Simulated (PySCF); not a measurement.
# C5H8O2 (delta-valerolactone): levels of theory compared

Aim: a comparison of 6 runs (HF/STO-3G, HF/3-21G, B2PLYP/6-31G*, B3LYP/6-31G*, CAM-B3LYP/6-31G*, wB97X/6-31G*) of C5H8O2 (delta-valerolactone). 

The results are computed with PySCF 2.14.0.

2 further runs of the same task are left out: 2 set aside as unsound or not needed.

## (1) Starting point

C5H8O2 has 15 atoms, charge 0, and is taken as a singlet. SMILES: `O=C1CCCCO1`. The coordinates come from a GFN2-xTB relaxation. This is one conformer, not always the lowest.

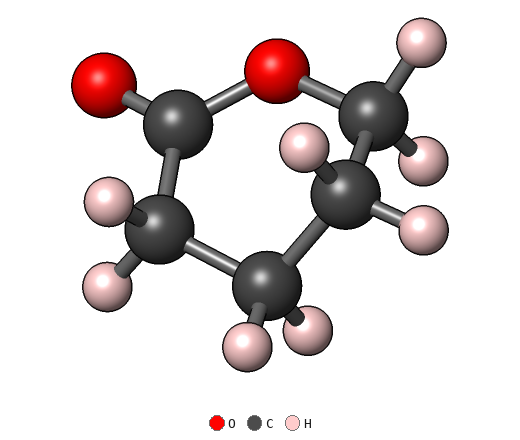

Viewed from a chosen angle; oxygen red, carbon dark grey, hydrogen pink.

## (2) The energy at HF/STO-3G (run 1)

run.py reads:

```python
from pyscf import gto

mol = gto.M(
    atom='''
O     -1.644350    -2.065430     1.085610
C     -1.018220    -1.155650     0.611050
C      0.500790    -1.137860     0.637660
C      1.141090    -0.132320    -0.311230
C      0.390960     1.187370    -0.181620
C     -1.051150     0.946650    -0.599130
O     -1.684840    -0.112790     0.105980
H      0.842870    -2.155100     0.443190
H      0.773070    -0.900590     1.670870
H      2.197230    -0.008400    -0.067420
H      1.073910    -0.490930    -1.340890
H      0.426990     1.535490     0.852480
H      0.822660     1.956870    -0.821290
H     -1.676020     1.825200    -0.415640
H     -1.094990     0.707490    -1.669610
''',
    basis='sto-3g',
    max_memory=1860,
    verbose=3,
)

hf = mol.RHF()
hf.conv_tol = 1e-10
hf.kernel()
if not hf.converged:
    hf = hf.newton().run(hf.mo_coeff, hf.mo_occ)

e_final = hf.e_tot
print('E(%s) = %.9f' % ('HF', e_final))
```

Started as:

```console
$ OMP_NUM_THREADS=1 python run.py
```

Standard output:

```text
converged SCF energy = -339.389208057855
E(HF) = -339.389208058
```

It took 1.2 s on 1 thread of Intel Xeon at 2.70GHz, shared host; peak memory 0.12 GiB.

## (3) The energy at HF/3-21G (run 2)

run.py reads:

```python
# delta-valerolactone
from pyscf import gto

mol = gto.M(
    atom='''
O     -3.107371    -3.903097     2.051506
C     -1.924157    -2.183862     1.154717
C      0.946356    -2.150244     1.205003
C      2.156348    -0.250049    -0.588139
C      0.738807     2.243804    -0.343212
C     -1.986386     1.788909    -1.132192
O     -3.183886    -0.213142     0.200273
H      1.592793    -4.072549     0.837508
H      1.460891    -1.701868     3.157487
H      4.152163    -0.015874    -0.127405
H      2.029396    -0.927723    -2.533915
H      0.806894     2.901656     1.610954
H      1.554602     3.697948    -1.552013
H     -3.167219     3.449128    -0.785446
H     -2.069231     1.336962    -3.155106
''',
    charge=0,
    verbose=3,
    unit='bohr',
    basis='3-21g',
    max_memory=1860,
)

myscf = mol.RHF()
myscf.conv_tol = 1e-10
myscf.kernel()
if not myscf.converged:
    myscf = myscf.newton().run(myscf.mo_coeff, myscf.mo_occ)

energy = myscf.e_tot
print(f'total energy: {energy:.8f} hartree')
```

Started as:

```console
$ OMP_NUM_THREADS=1 python run.py
```

Standard output:

```text
converged SCF energy = -341.818215726182
total energy: -341.81821573 hartree
```

Run time: 1.6 s. Hardware: 1 thread of Intel Xeon at 2.70GHz, shared host; peak memory 0.16 GiB.

## (4) A single-point energy at B2PLYP/6-31G(d) (spherical functions) (run 3)

input.py reads:

```python
from pyscf import gto, dft, mp

mol = gto.M(
    atom='''
O       -1.644350      -2.065430       1.085610
C       -1.018220      -1.155650       0.611050
C        0.500790      -1.137860       0.637660
C        1.141090      -0.132320      -0.311230
C        0.390960       1.187370      -0.181620
C       -1.051150       0.946650      -0.599130
O       -1.684840      -0.112790       0.105980
H        0.842870      -2.155100       0.443190
H        0.773070      -0.900590       1.670870
H        2.197230      -0.008400      -0.067420
H        1.073910      -0.490930      -1.340890
H        0.426990       1.535490       0.852480
H        0.822660       1.956870      -0.821290
H       -1.676020       1.825200      -0.415640
H       -1.094990       0.707490      -1.669610
''',
    verbose=3,
    charge=0,
    basis='6-31g*',
    max_memory=1860,
)

mf = dft.RKS(mol)
mf.xc = '0.53*HF + 0.47*B88, 0.73*LYP'
mf.conv_tol = 1e-10
mf.grids.level = 5
mf.kernel()
if not mf.converged:
    mf = mf.newton().run(mf.mo_coeff, mf.mo_occ)

pt = mp.MP2(mf, frozen=7).run()
energy = mf.e_tot + 0.27 * pt.e_corr
print('PT2 part  %.8f' % (0.27 * pt.e_corr))
print(f'total energy: {energy:.8f} hartree')
```

Started as:

```console
$ OMP_NUM_THREADS=1 python input.py
```

Standard output:

```text
converged SCF energy = -345.10197906315
E(RMP2) = -346.30564186793  E_corr = -1.20366280477984
E(SCS-RMP2) = -346.273241801012  E_corr = -1.17126273786183
PT2 part  -0.32498896
total energy: -345.42696802 hartree
```

Wall time 48 s (1 thread of Intel Xeon at 2.70GHz, shared host); peak memory 0.64 GiB.

Runs 4 to 5 aren't shown in full; the table further down has their settings and results.

## (5) The energy at wB97X/6-31G(d) (spherical functions) (run 6)

input.xyz reads:

```xyz
15

O     -1.644350    -2.065430     1.085610
C     -1.018220    -1.155650     0.611050
C      0.500790    -1.137860     0.637660
C      1.141090    -0.132320    -0.311230
C      0.390960     1.187370    -0.181620
C     -1.051150     0.946650    -0.599130
O     -1.684840    -0.112790     0.105980
H      0.842870    -2.155100     0.443190
H      0.773070    -0.900590     1.670870
H      2.197230    -0.008400    -0.067420
H      1.073910    -0.490930    -1.340890
H      0.426990     1.535490     0.852480
H      0.822660     1.956870    -0.821290
H     -1.676020     1.825200    -0.415640
H     -1.094990     0.707490    -1.669610
```

input.py reads:

```python
from pyscf import gto, dft

mol = gto.M(
    atom='input.xyz',
    max_memory=1860,
    basis='6-31g*',
    spin=0,
    verbose=3,
)

mf = dft.RKS(mol, xc='wb97x')
mf.grids.level = 5
mf.conv_tol = 1e-10
mf.kernel()
if not mf.converged:
    mf = mf.newton().run(mf.mo_coeff, mf.mo_occ)

energy = mf.e_tot
print('Final energy', energy)
```

Started as:

```console
$ OMP_NUM_THREADS=1 python input.py
```

Standard output:

```text
converged SCF energy = -345.716897392063
Final energy -345.71689739206323
```

It took 99 s on 1 thread of Intel Xeon at 2.70GHz, shared host; peak memory 0.64 GiB.

## (6) All runs side by side

```
run                                   level  frozen core orbitals  integration grid  energy (Eh)  dipole moment (D)  HOMO energy (eV)  LUMO energy (eV)  wall time
  1                               HF/STO-3G                     –                 –  -339.389208               3.61             -8.64              8.83      1.2 s
  2                                HF/3-21G                     –                 –  -341.818216               5.42            -11.21              5.10      1.6 s
  3     B2PLYP/6-31G* (spherical functions)                     7                 5  -345.426968               4.92             -8.84              2.27       48 s
  4      B3LYP/6-31G* (spherical functions)                     –                 5  -345.796193               4.62             -6.94              0.45       50 s
  5  CAM-B3LYP/6-31G* (spherical functions)                     –                 5  -345.633925               4.72             -8.67              1.96    1.8 min
  6      wB97X/6-31G* (spherical functions)                     –                 5  -345.716897               4.75             -9.73              3.05       99 s
```

## (7) Outcome

| quantity | value |
| --- | --- |
| run 6: total energy | -345.71690 Eh |
| run 6: dipole moment | 4.75 D |
| run 6: HOMO energy | -9.73 eV |
| run 6: LUMO energy | 3.05 eV |
| run 6: HOMO–LUMO gap | 12.78 eV |

In words: The dipole moment (its size) runs from 3.61 D (HF/STO-3G) to 5.42 D (HF/3-21G). The HOMO–LUMO gap runs from 7.39 eV (B3LYP/6-31G*) to 17.47 eV (HF/STO-3G). The two ends differ in method and basis. Totals of different functionals can't be ranked against each other. In run 1 the basis is minimal, so the values are rough. All runs together took 5.1 min, the longest 1.8 min.
